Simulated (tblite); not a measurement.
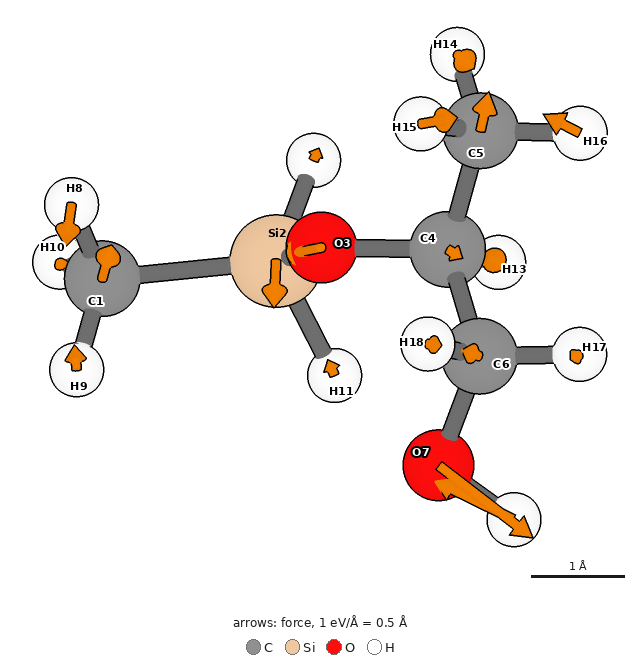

Starting geometry of C4H12O2Si with the computed forces as orange arrows. A ball-and-stick model, seen at a tilt.

Method: GFN2-xTB geometry optimisation, gas phase in tblite. 

### Is this structure relaxed? If not, where do the atoms go?

It isn't relaxed: the largest force vector, on an O atom, is 2.62 eV/Å. The final displacements have little in common with the starting forces (cosine between the two patterns 0.17). After 204 geometry steps the energy has fallen by 64.0 kJ/mol. The atom that moves furthest after the best rigid fit is an H atom (2.34 Å). By element the largest moves are H 2.34 Å, Si 0.93 Å, O 0.88 Å, C 0.41 Å. Near-neighbour distances that change, for instance: H–O 1.014 → 0.964 Å, O–Si 1.676 → 1.626 Å, C–H 1.125 → 1.085 Å, H–Si 1.495 → 1.463 Å. Bond angles that change, for instance: Si–O–C 115.9° → 129.9°, Si–C–H 103.9° → 112.1°, O–Si–H 107.1° → 113.7°. Groups turn about C–O by about 85°, C–O by about 65°. The run took 2.5 s on 1 thread of Arm Neoverse N1, with other jobs on the host.
